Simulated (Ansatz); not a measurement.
BrGa2H3N2

```xyz
8

Br    0.9987    2.3854   -3.3154
Ga   -1.2274    2.3211   -1.6718
Ga    1.1103   -0.0349   -2.2365
N     0.4461    2.2825   -0.1877
N     0.2609    0.9343   -0.6358
H     0.3222    2.3830    0.8186
H    -0.0191    0.3419    0.1453
H     1.3671    2.6339   -0.4539
```

Geometry: PBE0-D3(BJ)/def2-SVP.

Computed with isolated molecule in a Gaussian basis; Kohn-Sham density functional theory, functional PBE0 in Ansatz.

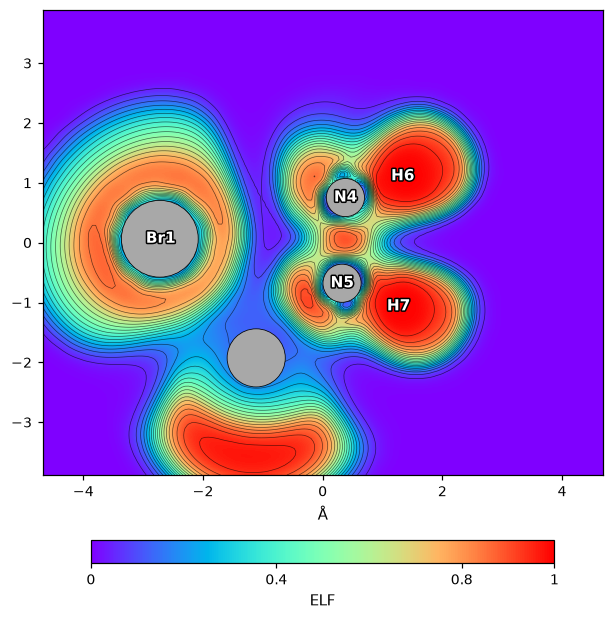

Figure 1. ELF on the plane of atoms N5, N4 and H6. Grey discs cover the atomic cores.

### Describe what can be read from this map.

The section cuts through Br, N and H sites. N–N (1.43 Å): the ELF peaks at about 0.90 between the atoms (localised, covalent bonding). N–H (1.02 Å): the ELF climbs to about 1 towards the hydrogen, as it does in any bond to H (an ordinary covalent bond to hydrogen). The ELF also peaks beside Br1, away from the bonds: lone-pair regions.

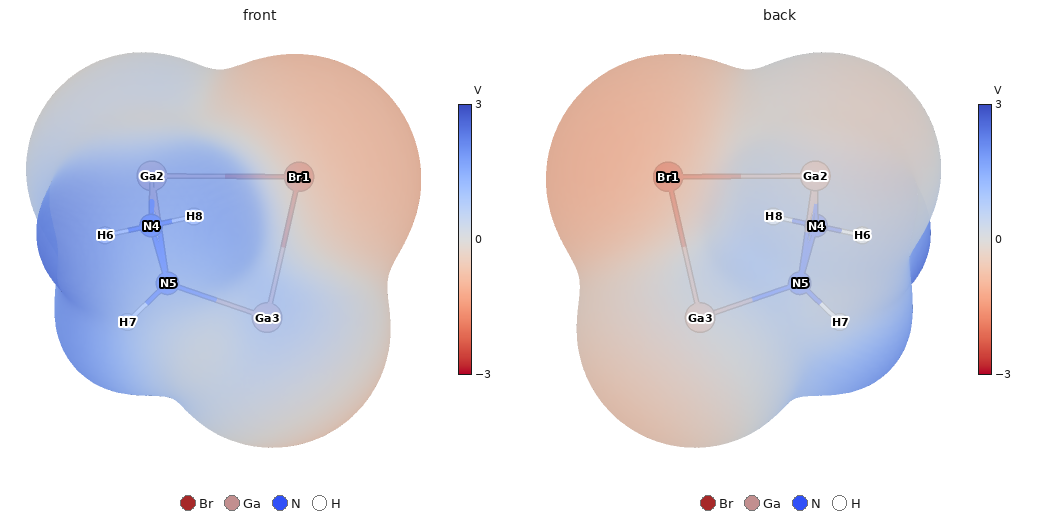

Figure 2. The molecular electrostatic potential painted on the density surface at 0.001 e/bohr³, seen from the front and from behind; red is negative and blue positive.

### Describe the electrostatic potential map.

The most negative region (about −1.0 V) lies over Br1, the most positive (about +2.2 V) over H6.

### What dipole moment does the calculation give?

Its dipole moment is 5.02 D.

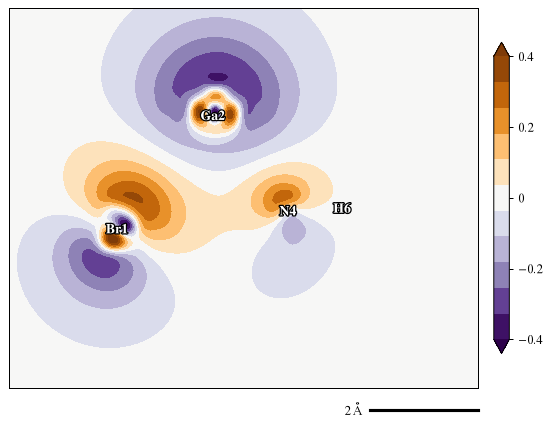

Figure 3. The HOMO−1 on the plane of atoms Br1, Ga2 and N4 (values in Å⁻³ᐟ²; the overall sign is arbitrary).

### Where does this orbital lie, and at what energy?

Its weight (Hirshfeld) is mainly on Ga2 (about 60 %), Br1 (about 25 %) and Ga3 (about 10 %). Its energy is −6.72 eV.
